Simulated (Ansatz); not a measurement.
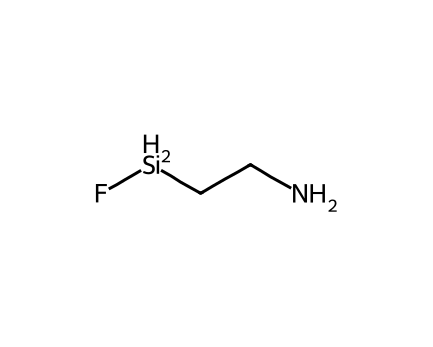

(Drawn from a calculation with Ansatz.)

> Transcribe the drawing into SMILES.

NCC[SiH2]F

> What is the molecular formula?

C2H8FNSi.

> An optimisation with PBE0-D4/def2-TZVP gave a structure of which point group?

C1. Other conformers may differ.
